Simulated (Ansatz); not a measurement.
## Run report: C$_{2}$H$_{8}$FNOSi, geometry relaxation (part 2 of 2)

The same run, continued: C$_{2}$H$_{8}$FNOSi; RKS PBE0-D4/def2-SVP (Ansatz 0.2.0). It belongs to a series of runs on one base structure; here: end point A relaxed.

Geometry of the input (Å):
```
C  -0.4700  -1.5459  0.6544
Si 0.2469  0.0345  -0.0665
N  0.9851  -0.3396  -1.5558
O  1.6377  0.5413  0.8230
C  -1.0334  1.3676  -0.2740
F  -1.4268  1.7955  0.9853
H  0.2497  -2.2963  0.7564
H  -1.2822  -1.8557  -0.0088
H  -0.9419  -1.2855  1.6724
H  1.6825  -1.0930  -1.3406
H  1.5951  0.4511  -1.7772
H  1.3774  0.8910  1.7259
H  -0.6858  2.2755  -0.7943
H  -1.9472  1.0304  -0.7714
```

**Trajectory as extended XYZ, continued**
```
14
Properties=species:S:1:pos:R:3:forces:R:3 step=4 energy=-16317.13950
C    -0.4672   -1.5228    0.6647    0.0782  -0.1361  -0.1643
Si    0.3319    0.0107   -0.0359    0.1331   0.1020   0.3124
N     1.0302   -0.3298   -1.5723    0.2516   0.0072  -0.0525
O     1.4931    0.6201    1.0199   -0.2426   0.0105   0.0336
C    -0.9707    1.3757   -0.2191    0.0263   0.0242   0.0313
F    -1.3191    1.7748    1.0755   -0.0116  -0.0478  -0.1420
H     0.2725   -2.3102    0.8925   -0.0474   0.0931  -0.0079
H    -1.2030   -1.9393   -0.0421    0.0103  -0.0001   0.0201
H    -0.9968   -1.2789    1.5953   -0.0399   0.0341   0.0890
H     1.5650   -1.1935   -1.6396   -0.1158   0.0340  -0.0361
H     1.5799    0.4147   -1.9988   -0.1062  -0.0654   0.0205
H     1.1341    1.0592    1.8034    0.0685  -0.0748  -0.2018
H    -0.5858    2.2580   -0.7636   -0.0159  -0.0257   0.0209
H    -1.8771    1.0322   -0.7511    0.0113   0.0446   0.0768
14
Properties=species:S:1:pos:R:3:forces:R:3 step=5 energy=-16317.14901
C    -0.4632   -1.5345    0.6547    0.0659  -0.1109  -0.1114
Si    0.3375    0.0063   -0.0258    0.0586   0.1419   0.1656
N     1.0465   -0.3221   -1.5593   -0.0225   0.2609   0.0508
O     1.4740    0.6255    1.0468   -0.0825  -0.1397  -0.1901
C    -0.9636    1.3759   -0.2122    0.0993  -0.0463  -0.0022
F    -1.2676    1.8110    1.0773   -0.0639   0.0180   0.0527
H     0.2808   -2.3140    0.8902   -0.0294   0.0532  -0.0024
H    -1.1867   -1.9550   -0.0617    0.0036  -0.0014   0.0105
H    -1.0051   -1.2986    1.5817   -0.0235   0.0282   0.0509
H     1.5140   -1.2092   -1.6724    0.0983  -0.2554  -0.0742
H     1.6087    0.4104   -1.9853   -0.0513  -0.0474   0.0066
H     1.0923    1.1044    1.7879   -0.0465   0.0853   0.0543
H    -0.5909    2.2399   -0.7897    0.0237   0.0132  -0.0282
H    -1.8895    1.0311   -0.7035   -0.0298   0.0003   0.0170
14
Properties=species:S:1:pos:R:3:forces:R:3 step=6 energy=-16317.15690
C    -0.4545   -1.5541    0.6405    0.0032  -0.0139  -0.0157
Si    0.3342    0.0024   -0.0177    0.0700   0.0028   0.0592
N     1.0564   -0.3335   -1.5431   -0.0532   0.1555   0.0621
O     1.4427    0.6488    1.0560    0.1322  -0.1456  -0.0462
C    -0.9486    1.3822   -0.1831   -0.1716   0.0123  -0.1152
F    -1.2716    1.8047    1.1079    0.0409  -0.0060   0.0041
H     0.3003   -2.3170    0.8880   -0.0014   0.0037  -0.0062
H    -1.1584   -1.9831   -0.0896    0.0054  -0.0144   0.0032
H    -1.0162   -1.3317    1.5613    0.0032   0.0142  -0.0035
H     1.4508   -1.2526   -1.6952    0.0331  -0.0956  -0.0502
H     1.6347    0.3759   -1.9827   -0.0088  -0.0436   0.0082
H     1.0455    1.2155    1.7226   -0.0726   0.1002   0.0857
H    -0.5525    2.2480   -0.7431    0.0112   0.0198  -0.0050
H    -1.8759    1.0655   -0.6929    0.0085   0.0106   0.0195
14
Properties=species:S:1:pos:R:3:forces:R:3 step=7 energy=-16317.14285 accepted=F
C    -0.4445   -1.5745    0.6182   -0.0469   0.0346   0.0655
Si    0.3382    0.0035    0.0035   -0.0133  -0.0987   0.0040
N     1.0797   -0.3222   -1.5102    0.2274  -0.9366  -0.2734
O     1.4149    0.6443    1.1096   -0.2463   0.5121   0.4794
C    -0.9467    1.3868   -0.1681   -0.0604   0.0380  -0.0528
F    -1.2011    1.8664    1.1208    0.0001   0.0230  -0.0398
H     0.3203   -2.3216    0.8815    0.0042  -0.0092  -0.0019
H    -1.1204   -2.0145   -0.1321    0.0151   0.0074   0.0089
H    -1.0335   -1.3684    1.5277    0.0264  -0.0185  -0.0472
H     1.3585   -1.2924   -1.7499   -0.2519   1.0195   0.2432
H     1.6845    0.3574   -1.9571    0.0295  -0.0428  -0.0026
H     0.9971    1.3159    1.6874    0.2957  -0.5281  -0.4502
H    -0.5571    2.2224   -0.7802   -0.0425  -0.0128   0.0309
H    -1.9028    1.0676   -0.6224    0.0628   0.0121   0.0361
14
Properties=species:S:1:pos:R:3:forces:R:3 step=8 energy=-16317.16227
C    -0.4504   -1.5608    0.6342    0.0001  -0.0061  -0.0035
Si    0.3364    0.0033   -0.0081    0.0249  -0.0402  -0.0089
N     1.0622   -0.3209   -1.5336    0.0042   0.0383   0.0270
O     1.4370    0.6395    1.0799    0.0420  -0.0594  -0.0202
C    -0.9511    1.3812   -0.1839   -0.0779   0.0475  -0.0056
F    -1.2397    1.8372    1.1055    0.0139   0.0076  -0.0027
H     0.3085   -2.3171    0.8887    0.0029   0.0011  -0.0002
H    -1.1441   -1.9970   -0.1014    0.0017  -0.0014   0.0003
H    -1.0210   -1.3414    1.5503   -0.0010   0.0004  -0.0044
H     1.4020   -1.2556   -1.7272    0.0018  -0.0125  -0.0107
H     1.6711    0.3717   -1.9568   -0.0085  -0.0172   0.0006
H     1.0324    1.2389    1.7157   -0.0291   0.0492   0.0275
H    -0.5626    2.2318   -0.7726    0.0001   0.0071  -0.0057
H    -1.8934    1.0602   -0.6619    0.0250  -0.0145   0.0065
14
Properties=species:S:1:pos:R:3:forces:R:3 step=9 energy=-16317.16413
C    -0.4510   -1.5768    0.6228   -0.0145   0.0040   0.0013
Si    0.3335   -0.0025    0.0027    0.0381   0.0516   0.0611
N     1.0699   -0.3125   -1.5187   -0.0063  -0.0437  -0.0236
O     1.4237    0.6253    1.1071   -0.0320   0.0021   0.0274
C    -0.9480    1.3884   -0.1736   -0.0334   0.0262  -0.0078
F    -1.1841    1.9198    1.0981    0.0353  -0.0545  -0.0619
H     0.3131   -2.3265    0.8812    0.0025  -0.0030  -0.0019
H    -1.1307   -2.0153   -0.1245    0.0024  -0.0003   0.0019
H    -1.0348   -1.3715    1.5342    0.0083  -0.0001  -0.0136
H     1.3871   -1.2505   -1.7371   -0.0134   0.0317   0.0054
H     1.6817    0.3778   -1.9396    0.0030   0.0030   0.0024
H     1.0145    1.2682    1.6993    0.0157  -0.0108  -0.0253
H    -0.5799    2.2021   -0.8261   -0.0037  -0.0217   0.0203
H    -1.9082    1.0449   -0.5971   -0.0018   0.0154   0.0141
14
Properties=species:S:1:pos:R:3:forces:R:3 step=10 energy=-16317.16472
C    -0.4504   -1.5788    0.6190   -0.0053   0.0070   0.0140
Si    0.3354   -0.0020    0.0071    0.0021  -0.0023   0.0009
N     1.0721   -0.3121   -1.5142    0.0113  -0.0372  -0.0261
O     1.4190    0.6255    1.1169   -0.0580   0.0752   0.0648
C    -0.9481    1.3862   -0.1723   -0.0031   0.0103   0.0073
F    -1.1730    1.9153    1.1015    0.0050   0.0008  -0.0134
H     0.3141   -2.3274    0.8797   -0.0004  -0.0052   0.0004
H    -1.1257   -2.0173   -0.1323    0.0043   0.0038  -0.0007
H    -1.0388   -1.3758    1.5279    0.0060  -0.0036  -0.0085
H     1.3701   -1.2538   -1.7435   -0.0066   0.0370   0.0104
H     1.6936    0.3719   -1.9316   -0.0011  -0.0046   0.0020
H     1.0118    1.2940    1.6842    0.0448  -0.0768  -0.0631
H    -0.5803    2.1989   -0.8256   -0.0108  -0.0086   0.0094
H    -1.9128    1.0463   -0.5881    0.0118   0.0041   0.0027
14
Properties=species:S:1:pos:R:3:forces:R:3 step=11 energy=-16317.16496
C    -0.4509   -1.5800    0.6183    0.0025   0.0019  -0.0013
Si    0.3350   -0.0031    0.0063   -0.0134  -0.0046   0.0032
N     1.0732   -0.3134   -1.5145   -0.0020  -0.0024  -0.0109
O     1.4138    0.6256    1.1187    0.0149  -0.0073   0.0046
C    -0.9475    1.3870   -0.1719    0.0097  -0.0034  -0.0060
F    -1.1607    1.9247    1.1000   -0.0025  -0.0012  -0.0050
H     0.3127   -2.3317    0.8728   -0.0017  -0.0008  -0.0008
H    -1.1303   -2.0140   -0.1318    0.0010  -0.0014  -0.0016
H    -1.0346   -1.3791    1.5302    0.0013   0.0008  -0.0007
H     1.3820   -1.2524   -1.7374    0.0007   0.0028   0.0010
H     1.6898    0.3743   -1.9329    0.0005  -0.0021   0.0002
H     1.0036    1.2920    1.6822   -0.0030   0.0141   0.0122
H    -0.5834    2.1947   -0.8327   -0.0049  -0.0006   0.0011
H    -1.9154    1.0464   -0.5785   -0.0029   0.0041   0.0041
```

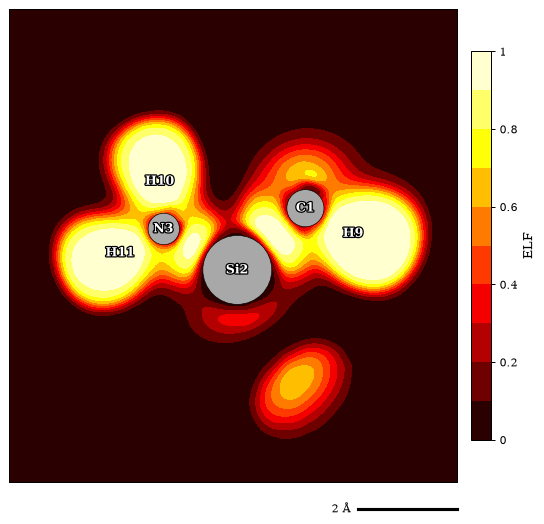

ELF on the plane of atoms Si2, C1 and H9. Grey discs, where drawn, cover atomic cores. The section cuts through C, Si, N and H sites. Si–N (1.72 Å): the ELF peaks at about 0.95 between the atoms (a shared but strongly polarised pair). C–Si (1.87 Å): the ELF peaks at about 0.95 between the atoms (localised, shared-pair bonding). N–H (1.01 Å): the ELF climbs to about 1 towards the hydrogen, as it does in any bond to H; a covalent bond by its length.

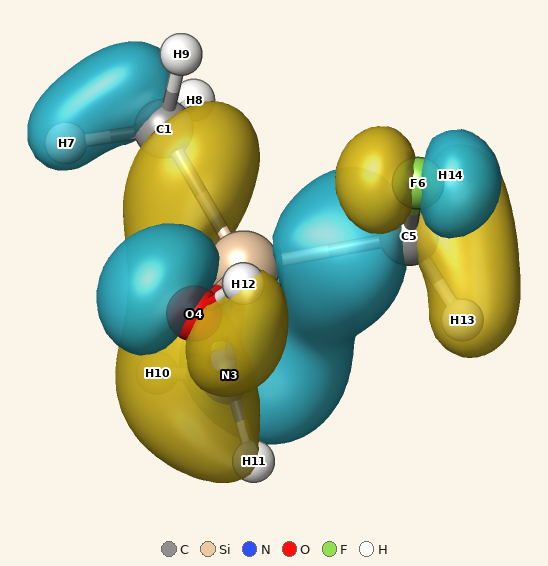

One frontier orbital at ±0.1 Å⁻³ᐟ² (yellow and cyan are the two phases), seen at a tilt. The HOMO−1, at −8.15 eV. It lies mainly on N3 (25 %), Si2 (15 %), O4 (15 %), C5 (15 %) and C1 (10 %).

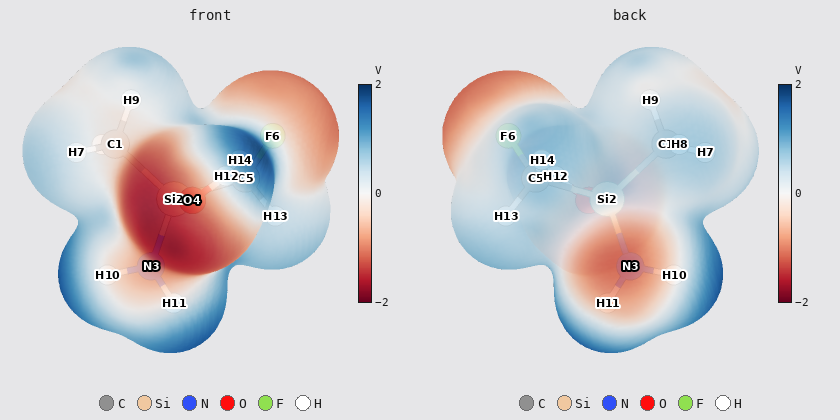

The electrostatic potential painted on the density surface at 0.002 e/bohr³, seen face on and from behind; red is negative and blue positive.

**Key numbers**

```csv
quantity,value
outcome,converged
total energy,−16317.1650 eV
mean-field energy,−16316.9125 eV
largest force (length of the vector) at the end,0.019 eV/Å
hardware,"2 threads of Intel Xeon (Granite Rapids), 16 GiB of memory available, shared host"
wall time,31 s (CPU time 60 s)
peak memory,0.34 GiB
```
